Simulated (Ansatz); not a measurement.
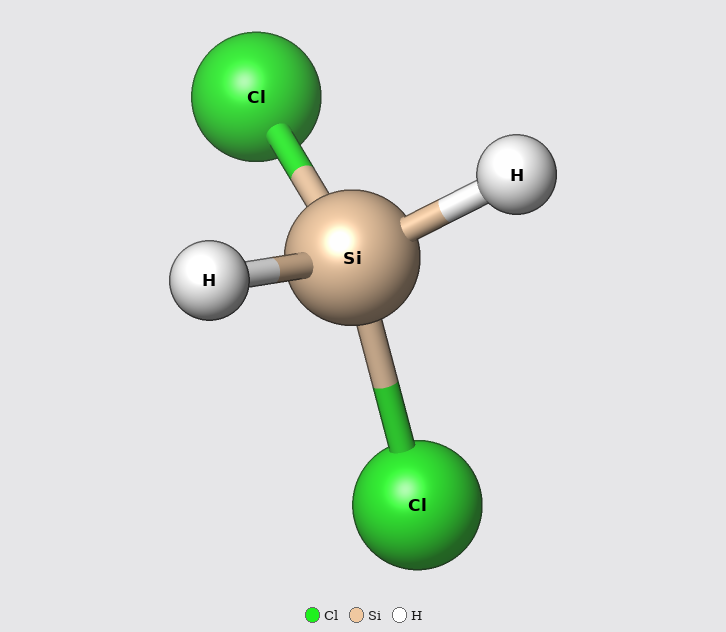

The picture shows a molecular structure as a ball-and-stick model.

Computed geometry: PBE0-D4/def2-TZVP optimisation.

Describe the molecule.

Formula Cl2H2Si. Its SMILES string is `Cl[SiH2]Cl`. Among its groups: Si–H bond. The point group is C2v. Coordination: 1 Si tetrahedral.

More results for the same structure follow; atom numbers are the same in all pictures, views and colours differ.

### Geometry

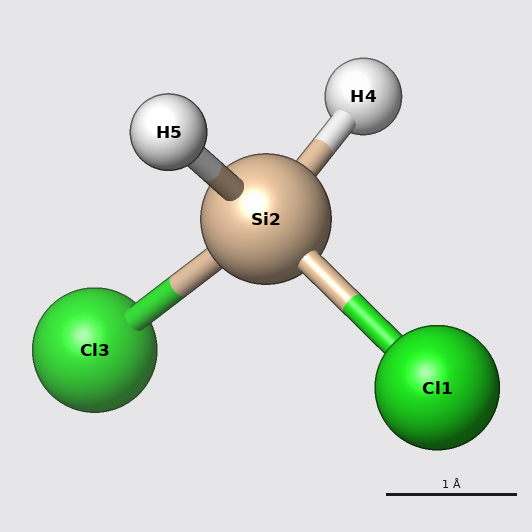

Numbered structure.

Give these bond angles: Cl1–Si2–Cl3, Cl1–Si2–H4, H4–Si2–H5.

```tsv
angle	degrees
Cl1–Si2–Cl3	110.1
Cl1–Si2–H4	108.5
H4–Si2–H5	112.7
```

### Vibrations

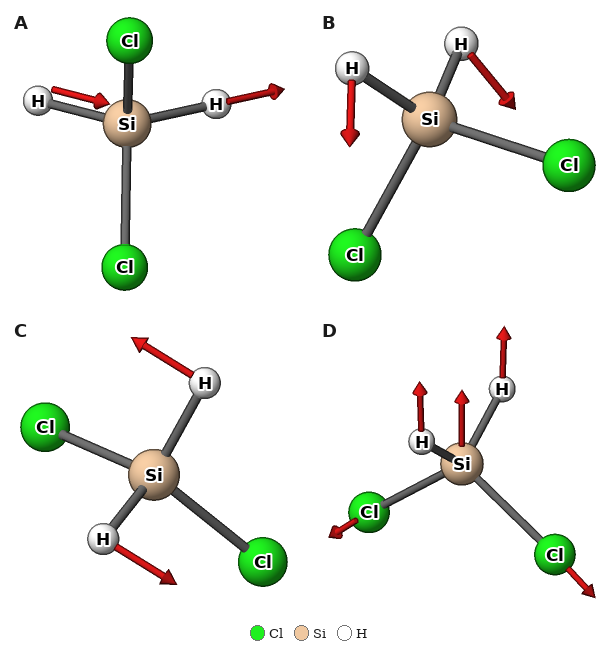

4 normal modes of one molecule or complex, as arrows. Harmonic vibrations computed with RKS PBE0-D4/def2-TZVP (Ansatz 0.2.0) at a stationary point of the same level.

Question: Match the panels to the wavenumbers 529 cm⁻¹, 707 cm⁻¹, 951 cm⁻¹, 2286 cm⁻¹.

Answer: A: 2286 cm⁻¹, out-of-phase stretching of 2 Si–H bonds
B: 951 cm⁻¹, H–Si–H bending
C: 707 cm⁻¹, Cl–Si–H bending
D: 529 cm⁻¹, in-phase stretching of 2 Cl–Si bonds

### Levels of theory compared

Program: Ansatz 0.2.0.

At this fixed geometry, give vertical IP (eV) at these levels: B2PLYP (frozen core)/def2-TZVPP; B3LYP-D4/def2-TZVPP; CCSD(T)/CBS (MP2 limit from def2-TZVPP and def2-QZVPP plus CCSD(T) − MP2); PBE-D4/def2-TZVPP; PBE0-D4/def2-TZVPP; r2SCAN-D4/def2-TZVPP; ωB97M-V/def2-TZVPP; ωB97X-V/def2-TZVPP.

```
                                                                    level  vertical IP (eV)
                                          B2PLYP (frozen core)/def2-TZVPP             11.42
                                                      B3LYP-D4/def2-TZVPP             11.24
CCSD(T)/CBS (MP2 limit from def2-TZVPP and def2-QZVPP plus CCSD(T) − MP2)             11.98
                                                        PBE-D4/def2-TZVPP             10.80
                                                       PBE0-D4/def2-TZVPP             11.29
                                                     r2SCAN-D4/def2-TZVPP             11.05
                                                       ωB97M-V/def2-TZVPP             11.59
                                                       ωB97X-V/def2-TZVPP             11.70
```

### Dipole moment

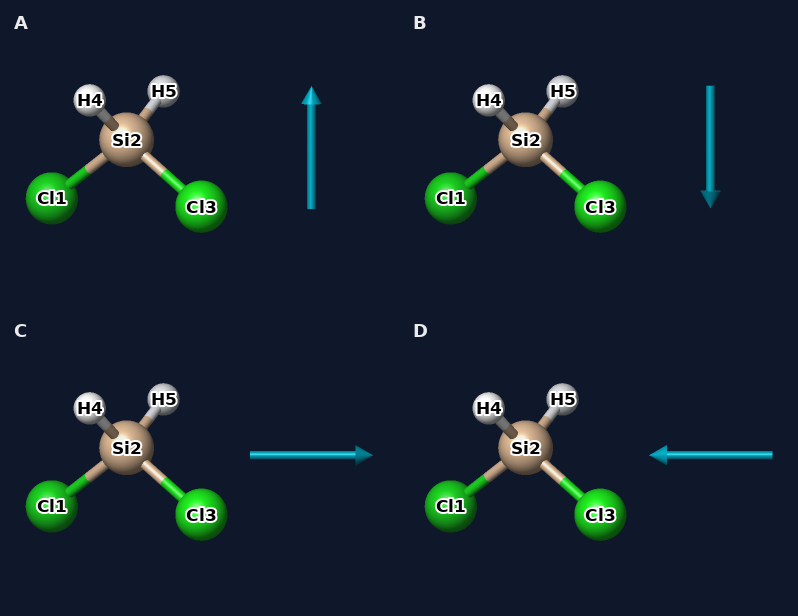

The same molecule four times, each with an arrow. Level of theory: RKS PBE0-D4/def2-TZVP (Ansatz 0.2.0).

Question: Which arrow points along the dipole moment, from the negative to the positive end?

Answer: A. The dipole moment is 1.15 D; it points from the side of Cl1, Cl3 to the side of H4, H5 (the outermost atoms at the two ends).
